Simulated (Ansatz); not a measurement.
**Profile along the Ti–O line in TiO2 (rutile)**

TiO₂ (rutile)

```
TiO2
1.0
    4.64353     0.00000     0.00000
    0.00000     4.64353     0.00000
    0.00000     0.00000     2.96370
Ti O
2 4
Cartesian
  0.00000   0.00000   0.00000
  2.32176   2.32176   1.48185
  1.41684   1.41684   0.00000
  3.73860   0.90493   1.48185
  0.90493   3.73860   1.48185
  3.22669   3.22669   0.00000
```

Fields along a shortest Ti–O line of a (-1 1 0) plane (1.96 Å), from Ti to O, interpolated on the slice's grid (step about 0.2 Å). The numbers are results of PBE (plane waves to 420 eV, PAW, scalar-relativistic; Ansatz, an electronic-structure program), not measurements. k mesh 7×7×11. Inside the PAW spheres the values are not all-electron values, and peaks at nuclei hang on which shells count as valence. The PAW data are Ansatz's earlier set. TiO2 is run without spin polarisation. TiO2 was relaxed with its symmetry unable to fall.

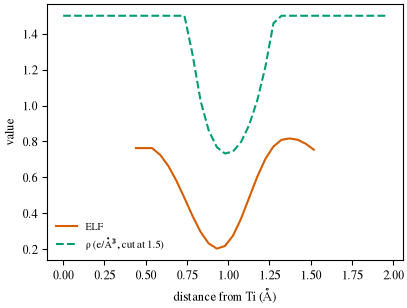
ELF (away from the nuclei) and valence density from Ti to O.

Density on the Ti–O line (1.96 Å) at its midpoint: 0.73 e/Å³. ELF at that point: 0.2. Element round which the density of the highest valence band (whole band, smooth part) is largest on this plane: O.
